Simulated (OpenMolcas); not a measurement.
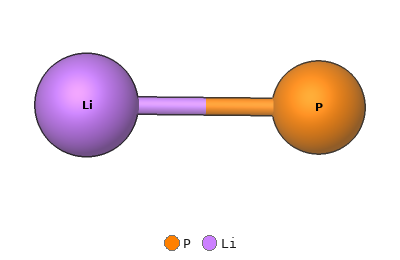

Figure 1. The molecule at the reference distance of 2.455 Å.

# Run report: PLi⁻, relativistic diatomic calculation (part 1 of 2)

System: PLi⁻.
Method: SA-CASSCF(7,8)/XMS-CASPT2 + RASSI spin-orbit (X2C scalar, AMFI), ANO-RCC-VTZP (OpenMolcas).

Results in brief:

- outcome: converged; whether the anion is bound against detachment isn't tested
- lowest spin-free state: ⁶Π
- lowest spin-orbit level: Ω = 3/2, −349.01767 hartree
- next level: Ω = 1/2, 2 cm⁻¹
- hardware: 1 thread of Intel Xeon (Sapphire Rapids), 128 GiB of memory available, shared host
- wall time: 11 s

Notes:

Caveats: the run doesn't test whether the anion keeps its extra electron; the basis has no added diffuse functions, and states above the detachment threshold, which may include the lowest, are held only by it.

Input file:
```
&GATEWAY
Coord
2
angstrom
P 0.0 0.0 0.0
Li 0.0 0.0 2.4550
Basis=ANO-RCC-VTZP
Group=XY
RX2C
AMFI
ANGMom
0.0 0.0 0.0
RICD
&SEWARD
&GUESSORB
&RASSCF
FileOrb=$CurrDir/o62.orb
Symmetry=2
Spin=6
nActEl=7 0 0
Inactive=4 2
RAS2=4 4
CIRoot=4 4 1
Linear
Iterations=120 100
OrbListing=Nothing
PRWF=0.15
>>COPY $Project.RasOrb $CurrDir/o62.orb
>>COPY $Project.rasscf.h5 $CurrDir/r62.h5
&CASPT2
XMultistate=all
Imaginary=0.2
IPEA=0.25
MaxIter=40
>>COPY $Project.JobMix JOB001
&RASSCF
FileOrb=$CurrDir/o61.orb
Symmetry=1
Spin=6
nActEl=7 0 0
Inactive=4 2
RAS2=4 4
CIRoot=2 2 1
Linear
Iterations=120 100
OrbListing=Nothing
PRWF=0.15
>>COPY $Project.RasOrb $CurrDir/o61.orb
>>COPY $Project.rasscf.h5 $CurrDir/r61.h5
&CASPT2
XMultistate=all
Imaginary=0.2
IPEA=0.25
MaxIter=40
>>COPY $Project.JobMix JOB002
&RASSI
Nr of JobIphs=2 4 2
1 2 3 4
1 2
SpinOrbit
EJob
Omega
MEES
MESO
Properties=4
'AngMom' 3 'Mltpl  1' 1 'Mltpl  1' 2 'Mltpl  1' 3
Thrs=1.0d-4
>>COPY $Project.rassi.h5 $CurrDir/so.h5
```

The first orbital files come from an earlier step.

Run as:
```bash
pymolcas m.inp (one call a module block, same work directory)
```

The program's output (extracts):
```
++    Wave function specifications:
      Number of closed shell electrons          12
      Number of electrons in active shells       7
      Number of inactive orbitals                6
      Number of active orbitals                  8
      Number of secondary orbitals              50
      Spin quantum number                      2.5
      State symmetry                             2
++    Orbital specifications:
      Symmetry species                           1   2
                                                 a   b
      Frozen orbitals                            0   0
      Inactive orbitals                          4   2
      Active orbitals                            4   4
      RAS2 orbitals                              4   4
      Secondary orbitals                        26  24
      Number of basis functions                 34  30
      printout of CI-coefficients larger than  0.15 for root  1
      energy=    -348.919693
      conf/sym  1111 2222     Coeff  Weight
             6  u2u0 uu0u  -0.36268 0.13154
            30  02uu uu0u   0.92966 0.86427
      printout of CI-coefficients larger than  0.15 for root  2
      energy=    -348.919693
      conf/sym  1111 2222     Coeff  Weight
             5  u2u0 uuu0  -0.36268 0.13154
            29  02uu uuu0   0.92966 0.86427
      printout of CI-coefficients larger than  0.15 for root  3
      energy=    -348.849095
      conf/sym  1111 2222     Coeff  Weight
             5  u2u0 uuu0  -0.92898 0.86301
            29  02uu uuu0  -0.36260 0.13148
      printout of CI-coefficients larger than  0.15 for root  4
      energy=    -348.849095
      conf/sym  1111 2222     Coeff  Weight
             6  u2u0 uu0u  -0.92898 0.86301
            30  02uu uu0u  -0.36260 0.13148
      Natural orbitals and occupation numbers for root  1
      sym 1:   0.001013   1.997436   1.000278   0.998672
      sym 2:   1.000580   1.000519   0.002021   0.999481
      Natural orbitals and occupation numbers for root  2
      sym 1:   0.001013   1.997436   1.000278   0.998672
      sym 2:   1.000519   1.000580   0.999481   0.002021
      Natural orbitals and occupation numbers for root  3
      sym 1:   0.999122   1.996105   1.000250   0.002323
      sym 2:   1.001815   1.000285   0.998185   0.001915
      Natural orbitals and occupation numbers for root  4
      sym 1:   0.999122   1.996105   1.000250   0.002323
      sym 2:   1.000285   1.001815   0.001915   0.998185
      RASSCF energy for state  4                   -348.84909523
::    RASSCF root number  1 Total energy:   -348.91969267
::    RASSCF root number  2 Total energy:   -348.91969267
::    RASSCF root number  3 Total energy:   -348.84909523
::    RASSCF root number  4 Total energy:   -348.84909523
      Von Neumann Entropy (Root   1) =  2.51755
++    Wave function specifications:
      Number of closed shell electrons           0
      Number of electrons in active shells       7
      Number of inactive orbitals                0
      Number of active orbitals                  8
      Number of secondary orbitals              50
      Spin quantum number                      2.5
      State symmetry                             2
      Number of CSFs                           108
      Number of CASSCF root(s) available         4
      CASPT2 state passed to geometry opt.       4
      A file JOBMIX will be created
      This is a MULTI-STATE CASSCF reference
      Number of CI roots used                    4
      These are:                                 1   2   3   4
      Off-diagonal elements of Heff are computed
  FINAL CASPT2 RESULT:
      Reference energy:        -348.9196926732
      E2 (Non-variational):      -0.0955946186
      Shift correction:          -0.0023012005
      E2 (Variational):          -0.0978958191
      Total energy:            -349.0175884922
      Reference weight:           0.94276
  FINAL CASPT2 RESULT:
      Reference energy:        -348.9196926727
      E2 (Non-variational):      -0.0955946132
      Shift correction:          -0.0023011998
      E2 (Variational):          -0.0978958130
      Total energy:            -349.0175884857
      Reference weight:           0.94276
  FINAL CASPT2 RESULT:
      Reference energy:        -348.8490952289
      E2 (Non-variational):      -0.0995605790
      Shift correction:          -0.0022892357
      E2 (Variational):          -0.1018498147
      Total energy:            -348.9509450436
      Reference weight:           0.93897
  FINAL CASPT2 RESULT:
      Reference energy:        -348.8490952287
      E2 (Non-variational):      -0.0995605853
      Shift correction:          -0.0022892363
      E2 (Variational):          -0.1018498216
      Total energy:            -348.9509450503
      Reference weight:           0.93897
       Total XMS-CASPT2 energies:
::    XMS-CASPT2 Root  1     Total energy:   -349.01764908
::    XMS-CASPT2 Root  2     Total energy:   -349.01764907
::    XMS-CASPT2 Root  3     Total energy:   -348.95088446
::    XMS-CASPT2 Root  4     Total energy:   -348.95088446
++    Wave function specifications:
      Number of closed shell electrons          12
      Number of electrons in active shells       7
      Number of inactive orbitals                6
      Number of active orbitals                  8
      Number of secondary orbitals              50
      Spin quantum number                      2.5
      State symmetry                             1
      printout of CI-coefficients larger than  0.15 for root  1
      energy=    -348.908656
      conf/sym  1111 2222     Coeff  Weight
             7  u2uu uu00  -0.99738 0.99477
      printout of CI-coefficients larger than  0.15 for root  2
      energy=    -348.861907
      conf/sym  1111 2222     Coeff  Weight
            29  02u0 uuuu   0.99747 0.99495
      Natural orbitals and occupation numbers for root  1
      sym 1:   0.999991   1.995116   1.000686   0.997118
      sym 2:   1.001128   1.001128   0.002416   0.002416
      Natural orbitals and occupation numbers for root  2
      sym 1:   0.000377   1.995558   1.000042   0.004435
      sym 2:   1.001923   1.001923   0.997871   0.997871
      RASSCF energy for state  2                   -348.86190727
::    RASSCF root number  1 Total energy:   -348.90865580
::    RASSCF root number  2 Total energy:   -348.86190727
      Von Neumann Entropy (Root   1) =  2.52692
++    Wave function specifications:
      Number of closed shell electrons           0
      Number of electrons in active shells       7
      Number of inactive orbitals                0
      Number of active orbitals                  8
      Number of secondary orbitals              50
      Spin quantum number                      2.5
      State symmetry                             1
      Number of CSFs                           108
      Number of CASSCF root(s) available         2
      CASPT2 state passed to geometry opt.       2
      A file JOBMIX will be created
      This is a MULTI-STATE CASSCF reference
      Number of CI roots used                    2
      These are:                                 1   2
      Off-diagonal elements of Heff are computed
  FINAL CASPT2 RESULT:
      Reference energy:        -348.9086558026
      E2 (Non-variational):      -0.0987851373
      Shift correction:          -0.0022359061
      E2 (Variational):          -0.1010210434
      Total energy:            -349.0096768460
      Reference weight:           0.93989
  FINAL CASPT2 RESULT:
      Reference energy:        -348.8619072714
      E2 (Non-variational):      -0.0965282022
      Shift correction:          -0.0020023656
      E2 (Variational):          -0.0985305678
      Total energy:            -348.9604378392
      Reference weight:           0.94253
       Total XMS-CASPT2 energies:
::    XMS-CASPT2 Root  1     Total energy:   -349.00967685
::    XMS-CASPT2 Root  2     Total energy:   -348.96043784
  SPIN-FREE ENERGIES:
  (Shifted by EMIN (a.u.) =       -349.0176490790)
 SF State       Relative EMIN(au)   Rel lowest level(eV)    D:o, cm**(-1)      Abs_M
     1             0.0000000000        0.0000000000              0.0000         1.0
     2             0.0000000066        0.0000001803              0.0015         1.0
     5             0.0079722330        0.2169355123           1749.7029         0.0
     6             0.0572112398        1.5567971448          12556.4158         0.0
     3             0.0667646156        1.8167577423          14653.1394         1.0
     4             0.0667646221        1.8167579208          14653.1408         1.0
++ Dipole transition strengths (spin-free states):
     for osc. strength at least  1.00000000E-05
      From   To        Osc. strength     Einstein coefficients Ax, Ay, Az (sec-1)    Total A (sec-1)
         1    5       9.45283342E-04  1.93033307E+03  2.69935280E-03  0.00000000E+00  1.93033577E+03
         1    6       2.92129859E-01  4.33466979E+01  3.07219614E+07  0.00000000E+00  3.07220047E+07
         1    3       2.81659447E-01  0.00000000E+00  0.00000000E+00  4.03392585E+07  4.03392585E+07
         2    5       9.45282698E-04  2.69934043E-03  1.93032854E+03  0.00000000E+00  1.93033124E+03
         2    6       2.92129823E-01  3.07219504E+07  4.33466842E+01  0.00000000E+00  3.07219938E+07
         2    4       2.81659428E-01  0.00000000E+00  0.00000000E+00  4.03392557E+07  4.03392557E+07
         5    3       2.39066997E-01  2.65502428E+07  2.52677249E+02  0.00000000E+00  2.65504955E+07
         5    4       2.39067016E-01  2.52677313E+02  2.65502508E+07  0.00000000E+00  2.65505035E+07
         6    3       1.13492843E-03  3.17936223E-02  3.32804301E+03  0.00000000E+00  3.32807481E+03
         6    4       1.13492954E-03  3.32805082E+03  3.17936605E-02  0.00000000E+00  3.32808261E+03
 Electric-quadrupole - electric-quadrupole not included
 Electric-dipole - electric-octupole not included
 Electric-dipole - magnetic-quadrupole not included
   Eigenvalues of complex Hamiltonian:
  (Shifted by EMIN (a.u.) =       -349.0176490790)
 SO State       Relative EMIN(au)   Rel lowest level(eV)    D:o, cm**(-1)      Omega
     1            -0.0000191516        0.0000000000              0.0000         1.5
     2            -0.0000191516        0.0000000000              0.0000         1.5
     3            -0.0000114927        0.0002084077              1.6809         0.5
     4            -0.0000114927        0.0002084077              1.6809         0.5
     5            -0.0000038327        0.0004168482              3.3621         0.5
     6            -0.0000038327        0.0004168482              3.3621         0.5
     7             0.0000038286        0.0006253214              5.0436         1.5
     8             0.0000038286        0.0006253214              5.0436         1.5
     9             0.0000114910        0.0008338274              6.7253         2.5
    10             0.0000114910        0.0008338274              6.7253         2.5
    11             0.0000191547        0.0010423663              8.4073         3.5
    12             0.0000191547        0.0010423663              8.4073         3.5
    13             0.0079722315        0.2174566123           1753.9059         0.5
    14             0.0079722315        0.2174566123           1753.9059         0.5
    15             0.0079722319        0.2174566213           1753.9059         1.5
    16             0.0079722319        0.2174566213           1753.9059         1.5
    17             0.0079722325        0.2174566393           1753.9061         2.5
    18             0.0079722325        0.2174566393           1753.9061         2.5
    19             0.0572112418        1.5573183395          12560.6195         2.5
    20             0.0572112418        1.5573183395          12560.6195         2.5
    21             0.0572112448        1.5573184212          12560.6202         1.5
    22             0.0572112448        1.5573184212          12560.6202         1.5
    23             0.0572112463        1.5573184621          12560.6205         0.5
    24             0.0572112463        1.5573184621          12560.6205         0.5
    25             0.0667430696        1.8166925884          14652.6139         1.5
    26             0.0667430696        1.8166925884          14652.6139         1.5
    27             0.0667516910        1.8169271868          14654.5061         0.5
    28             0.0667516910        1.8169271868          14654.5061         0.5
    29             0.0667603117        1.8171617684          14656.3981         0.5
    30             0.0667603117        1.8171617684          14656.3981         0.5
    31             0.0667689318        1.8173963333          14658.2900         1.5
    32             0.0667689318        1.8173963333          14658.2900         1.5
    33             0.0667775513        1.8176308813          14660.1817         2.5
    34             0.0667775513        1.8176308813          14660.1817         2.5
    35             0.0667861701        1.8178654126          14662.0734         3.5
    36             0.0667861701        1.8178654126          14662.0734         3.5
 Weights of the five most important spin-orbit-free states for each spin-orbit state.
 SO State  Total energy (au)           Spin-free states, spin, and weights
    1        -0.000019       1 2.5  0.5001    2 2.5  0.4999    5 2.5  0.0000    6 2.5  0.0000    4 2.5  0.0000
    2        -0.000019       1 2.5  0.5001    2 2.5  0.4999    5 2.5  0.0000    6 2.5  0.0000    4 2.5  0.0000
    3        -0.000011       1 2.5  0.5001    2 2.5  0.4999    5 2.5  0.0000    6 2.5  0.0000    4 2.5  0.0000
    4        -0.000011       1 2.5  0.5001    2 2.5  0.4999    5 2.5  0.0000    6 2.5  0.0000    4 2.5  0.0000
    5        -0.000004       1 2.5  0.5004    2 2.5  0.4996    5 2.5  0.0000    6 2.5  0.0000    4 2.5  0.0000
    6        -0.000004       1 2.5  0.5004    2 2.5  0.4996    5 2.5  0.0000    6 2.5  0.0000    4 2.5  0.0000
    7         0.000004       2 2.5  0.5004    1 2.5  0.4996    5 2.5  0.0000    6 2.5  0.0000    3 2.5  0.0000
    8         0.000004       2 2.5  0.5004    1 2.5  0.4996    5 2.5  0.0000    6 2.5  0.0000    3 2.5  0.0000
    9         0.000011       2 2.5  0.5001    1 2.5  0.4999    5 2.5  0.0000    6 2.5  0.0000    3 2.5  0.0000
   10         0.000011       2 2.5  0.5001    1 2.5  0.4999    5 2.5  0.0000    6 2.5  0.0000    3 2.5  0.0000
   11         0.000019       2 2.5  0.5001    1 2.5  0.4999    3 2.5  0.0000    4 2.5  0.0000    5 2.5  0.0000
   12         0.000019       2 2.5  0.5001    1 2.5  0.4999    3 2.5  0.0000    4 2.5  0.0000    5 2.5  0.0000
   13         0.007972       5 2.5  1.0000    2 2.5  0.0000    1 2.5  0.0000    3 2.5  0.0000    4 2.5  0.0000
   14         0.007972       5 2.5  1.0000    2 2.5  0.0000    1 2.5  0.0000    3 2.5  0.0000    4 2.5  0.0000
   15         0.007972       5 2.5  1.0000    2 2.5  0.0000    1 2.5  0.0000    3 2.5  0.0000    4 2.5  0.0000
   16         0.007972       5 2.5  1.0000    2 2.5  0.0000    1 2.5  0.0000    3 2.5  0.0000    4 2.5  0.0000
   17         0.007972       5 2.5  1.0000    2 2.5  0.0000    1 2.5  0.0000    3 2.5  0.0000    4 2.5  0.0000
   18         0.007972       5 2.5  1.0000    2 2.5  0.0000    1 2.5  0.0000    3 2.5  0.0000    4 2.5  0.0000
   19         0.057211       6 2.5  1.0000    2 2.5  0.0000    1 2.5  0.0000    5 2.5  0.0000    4 2.5  0.0000
   20         0.057211       6 2.5  1.0000    2 2.5  0.0000    1 2.5  0.0000    5 2.5  0.0000    4 2.5  0.0000
   21         0.057211       6 2.5  1.0000    2 2.5  0.0000    1 2.5  0.0000    5 2.5  0.0000    4 2.5  0.0000
   22         0.057211       6 2.5  1.0000    2 2.5  0.0000    1 2.5  0.0000    5 2.5  0.0000    4 2.5  0.0000
   23         0.057211       6 2.5  1.0000    2 2.5  0.0000    1 2.5  0.0000    4 2.5  0.0000    3 2.5  0.0000
   24         0.057211       6 2.5  1.0000    2 2.5  0.0000    1 2.5  0.0000    4 2.5  0.0000    3 2.5  0.0000
   25         0.066743       3 2.5  0.5001    4 2.5  0.4999    5 2.5  0.0000    2 2.5  0.0000    1 2.5  0.0000
   26         0.066743       3 2.5  0.5001    4 2.5  0.4999    5 2.5  0.0000    2 2.5  0.0000    1 2.5  0.0000
   27         0.066752       3 2.5  0.5001    4 2.5  0.4999    5 2.5  0.0000    6 2.5  0.0000    2 2.5  0.0000
   28         0.066752       3 2.5  0.5001    4 2.5  0.4999    5 2.5  0.0000    6 2.5  0.0000    2 2.5  0.0000
   29         0.066760       3 2.5  0.5004    4 2.5  0.4996    5 2.5  0.0000    6 2.5  0.0000    2 2.5  0.0000
   30         0.066760       3 2.5  0.5004    4 2.5  0.4996    5 2.5  0.0000    6 2.5  0.0000    2 2.5  0.0000
   31         0.066769       4 2.5  0.5004    3 2.5  0.4996    5 2.5  0.0000    6 2.5  0.0000    1 2.5  0.0000
   32         0.066769       4 2.5  0.5004    3 2.5  0.4996    5 2.5  0.0000    6 2.5  0.0000    1 2.5  0.0000
   33         0.066778       4 2.5  0.5001    3 2.5  0.4999    5 2.5  0.0000    1 2.5  0.0000    2 2.5  0.0000
   34         0.066778       4 2.5  0.5001    3 2.5  0.4999    5 2.5  0.0000    1 2.5  0.0000    2 2.5  0.0000
   35         0.066786       4 2.5  0.5001    3 2.5  0.4999    1 2.5  0.0000    2 2.5  0.0000    5 2.5  0.0000
   36         0.066786       4 2.5  0.5001    3 2.5  0.4999    1 2.5  0.0000    2 2.5  0.0000    5 2.5  0.0000
```

(Continued in part 2.)
